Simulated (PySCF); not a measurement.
Geometry relaxation, with input and output: B2H5 (charge −1) (part 3 of 4)

The same run, continued: B2H5, charge −1, SMILES B[BH3-]; MP2/STO-3G, RHF (PySCF 2.14.0). The geometry comes from this level: GFN2-xTB.

Geometry of the input (Å):
```
B  0.2100  -0.8136  0.4743
B  -0.1199  0.6135  -0.3494
H  1.2622  -1.1283  0.9690
H  -0.6063  -1.6782  0.6575
H  -0.5315  0.3716  -1.4951
H  -1.0422  1.2301  0.2075
H  0.8278  1.4050  -0.4638
```

## Output, continued
```
Geometry optimization cycle 18
Cartesian coordinates (Angstrom)
 Atom        New coordinates             dX        dY        dZ
   B   0.208248  -0.796811   0.427575   -0.008471 -0.005968 -0.012765
   B  -0.102789   0.599214  -0.429469    0.010436 -0.010336 -0.020953
   H   1.052978  -0.912122   1.258994   -0.088961  0.084319  0.097155
   H  -0.479060  -1.768210   0.413954    0.056845 -0.058028 -0.076574
   H  -0.716448   0.448532  -1.433882   -0.066522  0.032718  0.017564
   H  -0.812363   1.145251   0.372659    0.081371 -0.014336  0.055121
   H   0.849443   1.284146  -0.609830    0.015304 -0.028368 -0.059548
converged SCF energy = -51.4867823983622
E(RMP2_Scanner) = -51.5621460613545  E_corr = -0.0753636629923635
E(SCS-RMP2_Scanner) = -51.5731082185506  E_corr = -0.086325820188458
--------------- RMP2_Scanner gradients ---------------
         x                y                z
0 B     0.0006628057     0.0018902413    -0.0011129994
1 B    -0.0003688963    -0.0017124479    -0.0009738132
2 H    -0.0001378079    -0.0000358414     0.0006368426
3 H    -0.0002532656     0.0005592491    -0.0000071275
4 H    -0.0001054039     0.0002368766    -0.0000733348
5 H    -0.0000825848    -0.0004520239     0.0010740620
6 H     0.0002851528    -0.0004860538     0.0004563702
----------------------------------------------
cycle 18: E = -51.5621460614  dE = -0.000149277  norm(grad) = 0.003469
Step   17 : Displace = 9.109e-02/1.533e-01 (rms/max) Trust = 9.101e-02 (+) Grad = 1.311e-03/2.292e-03 (rms/max) E (change) = -51.5621460614 (-1.493e-04) Quality = 0.676
Hessian Eigenvalues: 1.75373e-03 2.29022e-02 4.99999e-02 ... 2.54717e-01 2.64878e-01 3.64573e-01

Geometry optimization cycle 19
Cartesian coordinates (Angstrom)
 Atom        New coordinates             dX        dY        dZ
   B   0.195376  -0.804353   0.443180   -0.012872 -0.007542  0.015605
   B  -0.105080   0.617668  -0.405278   -0.002291  0.018454  0.024191
   H   1.122064  -0.965382   1.173050    0.069086 -0.053260 -0.085944
   H  -0.518970  -1.757915   0.475448   -0.039910  0.010294  0.061495
   H  -0.659912   0.416066  -1.435907    0.056535 -0.032466 -0.002025
   H  -0.873528   1.178914   0.320349   -0.061165  0.033664 -0.052309
   H   0.840060   1.315003  -0.570842   -0.009383  0.030857  0.038988
converged SCF energy = -51.4870065943762
E(RMP2_Scanner) = -51.5620230637354  E_corr = -0.0750164693592269
E(SCS-RMP2_Scanner) = -51.5730438715664  E_corr = -0.0860372771902088
--------------- RMP2_Scanner gradients ---------------
         x                y                z
0 B    -0.0044130960    -0.0027683919     0.0008144721
1 B     0.0046084095     0.0037333636     0.0002944827
2 H     0.0008081623     0.0014788983    -0.0012494424
3 H     0.0000592739    -0.0015748559     0.0004361532
4 H     0.0001944055    -0.0011225203     0.0007204953
5 H     0.0000765065    -0.0008355548    -0.0002851335
6 H    -0.0013336615     0.0010890611    -0.0007310273
----------------------------------------------
cycle 19: E = -51.5620230637  dE = 0.000122998  norm(grad) = 0.00873164
Step   18 : Displace = 7.199e-02/1.208e-01 (rms/max) Trust = 9.101e-02 (=) Grad = 3.300e-03/5.938e-03 (rms/max) E (change) = -51.5620230637 (+1.230e-04) Quality = -0.602
Hessian Eigenvalues: 2.06500e-03 2.61690e-02 5.00000e-02 ... 2.55411e-01 2.89561e-01 3.98428e-01

Geometry optimization cycle 20
Cartesian coordinates (Angstrom)
 Atom        New coordinates             dX        dY        dZ
   B   0.206641  -0.799435   0.437607    0.011265  0.004918 -0.005573
   B  -0.107808   0.609343  -0.413988   -0.002728 -0.008325 -0.008710
   H   1.101600  -0.954312   1.207343   -0.020464  0.011070  0.034293
   H  -0.505279  -1.753499   0.451591    0.013690  0.004416 -0.023857
   H  -0.681546   0.428363  -1.437913   -0.021634  0.012298 -0.002006
   H  -0.855821   1.168501   0.338017    0.017707 -0.010414  0.017668
   H   0.842223   1.301040  -0.582657    0.002163 -0.013964 -0.011815
converged SCF energy = -51.487130246506
E(RMP2_Scanner) = -51.5622279483277  E_corr = -0.0750977018217787
E(SCS-RMP2_Scanner) = -51.573228043534  E_corr = -0.0860977970280526
--------------- RMP2_Scanner gradients ---------------
         x                y                z
0 B    -0.0002356634     0.0001644531    -0.0003161749
1 B     0.0006392982    -0.0002187760    -0.0001261549
2 H     0.0000794100     0.0000458692    -0.0001221633
3 H    -0.0001579136     0.0000974318     0.0002402780
4 H     0.0000544482    -0.0000764889     0.0000181696
5 H    -0.0002549398    -0.0001423910     0.0002195226
6 H    -0.0001246395     0.0001299018     0.0000865230
----------------------------------------------
cycle 20: E = -51.5622279483  dE = -0.000204885  norm(grad) = 0.000976231
Step   19 : Displace = 2.541e-02/4.123e-02 (rms/max) Trust = 3.599e-02 (-) Grad = 3.690e-04/6.874e-04 (rms/max) E (change) = -51.5622279483 (-2.049e-04) Quality = 1.094
Hessian Eigenvalues: 1.78334e-03 2.72170e-02 5.00000e-02 ... 2.55144e-01 2.99566e-01 3.89907e-01

Geometry optimization cycle 21
Cartesian coordinates (Angstrom)
 Atom        New coordinates             dX        dY        dZ
   B   0.206158  -0.799563   0.435704   -0.000483 -0.000128 -0.001903
   B  -0.107478   0.606698  -0.418170    0.000330 -0.002645 -0.004182
   H   1.080812  -0.937121   1.231613   -0.020788  0.017191  0.024270
   H  -0.489226  -1.765778   0.430997    0.016053 -0.012279 -0.020594
   H  -0.698171   0.435604  -1.433796   -0.016625  0.007240  0.004117
   H  -0.837628   1.168362   0.350023    0.018193 -0.000139  0.012006
   H   0.845542   1.291799  -0.596370    0.003319 -0.009241 -0.013713
converged SCF energy = -51.487093984101
E(RMP2_Scanner) = -51.5622455300511  E_corr = -0.0751515459500909
E(SCS-RMP2_Scanner) = -51.5732386052993  E_corr = -0.0861446211982582
--------------- RMP2_Scanner gradients ---------------
         x                y                z
0 B    -0.0000690726     0.0003497615    -0.0001063339
1 B     0.0003677436    -0.0003500828    -0.0004152150
2 H     0.0000265028     0.0000162307     0.0000206407
3 H    -0.0001241984     0.0001193449     0.0000786760
4 H    -0.0000252206     0.0000685197     0.0000169100
5 H    -0.0001118109    -0.0002375021     0.0003012402
6 H    -0.0000639440     0.0000337282     0.0001040819
----------------------------------------------
cycle 21: E = -51.5622455301  dE = -1.75817e-05  norm(grad) = 0.000887237
Step   20 : Displace = 2.165e-02/3.557e-02 (rms/max) Trust = 5.090e-02 (+) Grad = 3.353e-04/6.559e-04 (rms/max) E (change) = -51.5622455301 (-1.758e-05) Quality = 1.122
Hessian Eigenvalues: 1.81969e-03 2.60656e-02 5.00000e-02 ... 2.54968e-01 2.96342e-01 3.87959e-01

Geometry optimization cycle 22
Cartesian coordinates (Angstrom)
 Atom        New coordinates             dX        dY        dZ
   B   0.205535  -0.800280   0.436369   -0.000623 -0.000717  0.000665
   B  -0.108816   0.607338  -0.416951   -0.001338  0.000640  0.001219
   H   1.078066  -0.935133   1.235031   -0.002746  0.001988  0.003419
   H  -0.484310  -1.770483   0.426296    0.004916 -0.004705 -0.004701
   H  -0.700736   0.435320  -1.431750   -0.002565 -0.000284  0.002047
   H  -0.835933   1.174361   0.349626    0.001695  0.005998 -0.000397
   H   0.846203   1.288877  -0.598622    0.000661 -0.002922 -0.002251
converged SCF energy = -51.4871288868116
E(RMP2_Scanner) = -51.562253455052  E_corr = -0.0751245682404535
E(SCS-RMP2_Scanner) = -51.5732508294384  E_corr = -0.0861219426268419
--------------- RMP2_Scanner gradients ---------------
         x                y                z
0 B    -0.0000601739     0.0000897127    -0.0000726170
1 B     0.0003453544    -0.0001750286    -0.0003027977
2 H     0.0000087739     0.0000701963     0.0000150673
3 H    -0.0001057492     0.0000659074     0.0000650866
4 H    -0.0000206597     0.0000535029     0.0000468217
5 H    -0.0000822912    -0.0001580527     0.0001978578
6 H    -0.0000852544     0.0000537620     0.0000505813
----------------------------------------------
cycle 22: E = -51.5622534551  dE = -7.925e-06  norm(grad) = 0.000610432
Step   21 : Displace = 4.783e-03/8.164e-03 (rms/max) Trust = 7.199e-02 (+) Grad = 2.307e-04/4.915e-04 (rms/max) E (change) = -51.5622534551 (-7.925e-06) Quality = 1.664
Hessian Eigenvalues: 1.74902e-03 1.54749e-02 4.62549e-02 ... 2.54968e-01 2.99288e-01 3.97679e-01

Geometry optimization cycle 23
Cartesian coordinates (Angstrom)
 Atom        New coordinates             dX        dY        dZ
   B   0.204244  -0.800849   0.438886   -0.001292 -0.000569  0.002517
   B  -0.112644   0.609309  -0.413317   -0.003828  0.001971  0.003634
   H   1.075970  -0.934576   1.238624   -0.002097  0.000557  0.003593
   H  -0.475326  -1.778213   0.418325    0.008984 -0.007730 -0.007971
   H  -0.703840   0.432952  -1.428088   -0.003104 -0.002368  0.003662
   H  -0.835614   1.188451   0.346519    0.000319  0.014091 -0.003108
   H   0.847220   1.282926  -0.600950    0.001017 -0.005952 -0.002328
converged SCF energy = -51.4872079486453
E(RMP2_Scanner) = -51.5622611956326  E_corr = -0.0750532469872809
E(SCS-RMP2_Scanner) = -51.5732684690421  E_corr = -0.0860605203968509
--------------- RMP2_Scanner gradients ---------------
         x                y                z
0 B    -0.0000551114    -0.0000700515     0.0001103114
1 B     0.0000396463     0.0000989421    -0.0000050645
2 H     0.0000135124     0.0000019811    -0.0000363387
3 H     0.0000012680    -0.0000262270    -0.0000087008
4 H     0.0000027694     0.0000007273    -0.0000012875
5 H     0.0000213596    -0.0000390888    -0.0000327305
6 H    -0.0000234444     0.0000337168    -0.0000261894
----------------------------------------------
cycle 23: E = -51.5622611956  dE = -7.74058e-06  norm(grad) = 0.000198015
Step   22 : Displace = 8.775e-03/1.463e-02 (rms/max) Trust = 1.018e-01 (+) Grad = 7.484e-05/1.418e-04 (rms/max) E (change) = -51.5622611956 (-7.741e-06) Quality = 1.010
Hessian Eigenvalues: 1.64199e-03 1.66817e-02 4.51010e-02 ... 2.54985e-01 3.02560e-01 3.96653e-01

Geometry optimization cycle 24
Cartesian coordinates (Angstrom)
 Atom        New coordinates             dX        dY        dZ
   B   0.204312  -0.800870   0.438568    0.000068 -0.000021 -0.000319
   B  -0.112805   0.609077  -0.413488   -0.000161 -0.000232 -0.000171
   H   1.074345  -0.933204   1.240397   -0.001625  0.001372  0.001772
   H  -0.473875  -1.779133   0.416716    0.001451 -0.000920 -0.001609
   H  -0.705096   0.433377  -1.427702   -0.001257  0.000425  0.000386
   H  -0.834402   1.188910   0.347298    0.001213  0.000458  0.000779
   H   0.847530   1.281844  -0.601788    0.000310 -0.001082 -0.000838
converged SCF energy = -51.4872068597627
E(RMP2_Scanner) = -51.5622613280192  E_corr = -0.0750544682564803
E(SCS-RMP2_Scanner) = -51.5732682004897  E_corr = -0.0860613407269998
--------------- RMP2_Scanner gradients ---------------
         x                y                z
0 B     0.0000172664    -0.0000323102    -0.0000016336
1 B     0.0000079682     0.0000057215    -0.0000044489
2 H    -0.0000062171     0.0000075889     0.0000025556
3 H    -0.0000071265     0.0000051648     0.0000021612
4 H    -0.0000004820     0.0000033231     0.0000059811
5 H    -0.0000051201     0.0000060400    -0.0000016480
6 H    -0.0000062890     0.0000044719    -0.0000029674
----------------------------------------------
cycle 24: E = -51.562261328  dE = -1.32387e-07  norm(grad) = 4.27374e-05
Step   23 : Displace = 1.672e-03/2.685e-03 (rms/max) Trust = 1.440e-01 (+) Grad = 1.615e-05/3.667e-05 (rms/max) E (change) = -51.5622613280 (-1.324e-07) Quality = 0.919
Hessian Eigenvalues: 1.61682e-03 1.78238e-02 4.66905e-02 ... 2.55549e-01 2.85704e-01 3.93303e-01

Geometry optimization cycle 25
Cartesian coordinates (Angstrom)
 Atom        New coordinates             dX        dY        dZ
   B   0.204258  -0.800813   0.438613   -0.000054  0.000057  0.000045
   B  -0.112859   0.609090  -0.413465   -0.000054  0.000013  0.000023
   H   1.074346  -0.933192   1.240385    0.000001  0.000013 -0.000012
   H  -0.473777  -1.779182   0.416645    0.000097 -0.000049 -0.000071
   H  -0.705118   0.433351  -1.427701   -0.000021 -0.000026  0.000001
   H  -0.834401   1.188999   0.347289    0.000000  0.000090 -0.000009
   H   0.847560   1.281747  -0.601765    0.000030 -0.000097  0.000023
converged SCF energy = -51.4872073154023
E(RMP2_Scanner) = -51.5622613373905  E_corr = -0.0750540219881297
E(SCS-RMP2_Scanner) = -51.5732681499459  E_corr = -0.0860608345436031
--------------- RMP2_Scanner gradients ---------------
         x                y                z
0 B     0.0000010337    -0.0000010887     0.0000065573
1 B    -0.0000008582     0.0000018601    -0.0000018345
2 H    -0.0000000389    -0.0000008556    -0.0000006899
3 H    -0.0000002545     0.0000001140    -0.0000022221
4 H    -0.0000007143     0.0000005779    -0.0000003077
5 H     0.0000010777    -0.0000013181    -0.0000007453
6 H    -0.0000002456     0.0000007104    -0.0000007579
----------------------------------------------
cycle 25: E = -51.5622613374  dE = -9.3713e-09  norm(grad) = 8.03565e-06
Step   24 : Displace = 8.362e-05/1.240e-04 (rms/max) Trust = 2.036e-01 (+) Grad = 3.037e-06/6.727e-06 (rms/max) E (change) = -51.5622613374 (-9.371e-09) Quality = 2.177
Hessian Eigenvalues: 1.64611e-03 1.82588e-02 4.94707e-02 ... 2.58388e-01 2.73582e-01 4.04261e-01

Geometry optimization cycle 26
Cartesian coordinates (Angstrom)
 Atom        New coordinates             dX        dY        dZ
   B   0.204254  -0.800815   0.438604   -0.000004 -0.000001 -0.000009
   B  -0.112860   0.609090  -0.413462   -0.000001 -0.000001  0.000003
   H   1.074378  -0.933198   1.240338    0.000032 -0.000007 -0.000047
   H  -0.473807  -1.779167   0.416696   -0.000030  0.000016  0.000051
   H  -0.705086   0.433347  -1.427715    0.000032 -0.000004 -0.000014
   H  -0.834431   1.188995   0.347271   -0.000030 -0.000004 -0.000018
   H   0.847562   1.281749  -0.601731    0.000002  0.000002  0.000034
converged SCF energy = -51.4872073803655
E(RMP2_Scanner) = -51.5622613364555  E_corr = -0.0750539560899563
E(SCS-RMP2_Scanner) = -51.5732681426663  E_corr = -0.0860607623007799
--------------- RMP2_Scanner gradients ---------------
         x                y                z
0 B     0.0000003702    -0.0000005398     0.0000005859
1 B     0.0000001321     0.0000001947     0.0000000350
2 H     0.0000000423     0.0000001114    -0.0000000942
3 H    -0.0000002702     0.0000002894    -0.0000003704
4 H    -0.0000001300    -0.0000000968     0.0000000301
5 H     0.0000000325     0.0000000459    -0.0000001102
6 H    -0.0000001770    -0.0000000048    -0.0000000762
----------------------------------------------
cycle 26: E = -51.5622613365  dE = 9.34982e-10  norm(grad) = 1.10676e-06
```

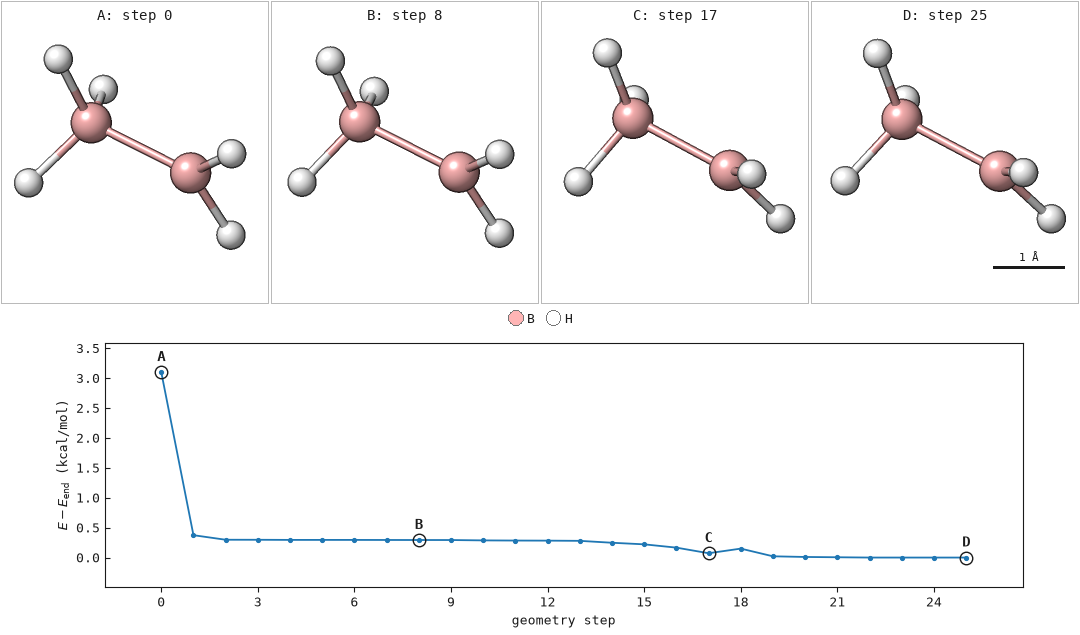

Fig. 1: Frames of the relaxation (ball-and-stick view, seen at a tilt) above the curves, on which the letters mark them (steps are counted from 0).

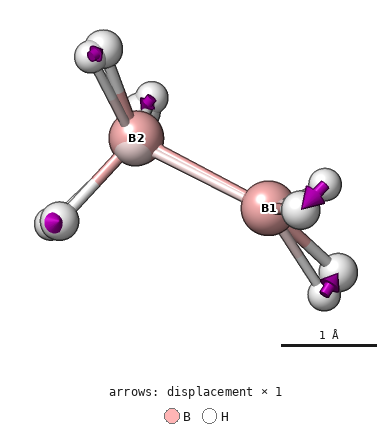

Fig. 2: Start (faint) and end (solid) with the displacements as pink arrows, at true length (ball-and-stick view, seen at a tilt). The two geometries are laid on each other by the best rigid fit. Over 25 geometry steps the energy falls by 3.10 kcal/mol. Largest force component: 1.8 eV/Å at the start, under 0.0001 eV/Å at the end. H3 moves most after the best rigid fit: 0.38 Å. Largest moves by element: H 0.38 Å, B 0.06 Å. Distances before and after: B2–H5 1.241 → 1.188 Å, B2–H6 1.241 → 1.198 Å, B1–H3 1.204 → 1.191 Å. Among the angles that change: B1–B2–H6 110.4° → 101.4°, H5–B2–H7 107.0° → 110.6°, B1–B2–H5 110.6° → 113.8°. (Atoms are counted from 1 in the order of the input.)

```
Step   25 : Displace = 3.910e-05/5.996e-05 (rms/max) Trust = 2.880e-01 (+) Grad = 4.183e-07/8.785e-07 (rms/max) E (change) = -51.5622613365 (+9.350e-10) Quality = -5.089
Hessian Eigenvalues: 1.64611e-03 1.82588e-02 4.94707e-02 ... 2.58388e-01 2.73582e-01 4.04261e-01
Converged! =D

converged: True
B           0.20425356       -0.80081472        0.43860390
B          -0.11285993        0.60908972       -0.41346180
H           1.07437825       -0.93319838        1.24033758
H          -0.47380738       -1.77916678        0.41669596
H          -0.70508624        0.43334654       -1.42771513
H          -0.83443094        1.18899515        0.34727088
H           0.84756220        1.28174899       -0.60173140
converged SCF energy = -51.4872073803657
E(RMP2) = -51.5622613305763  E_corr = -0.0750539502105726
E(SCS-RMP2) = -51.5732681371636  E_corr = -0.0860607567978875
E = -51.5622613306 Eh
```
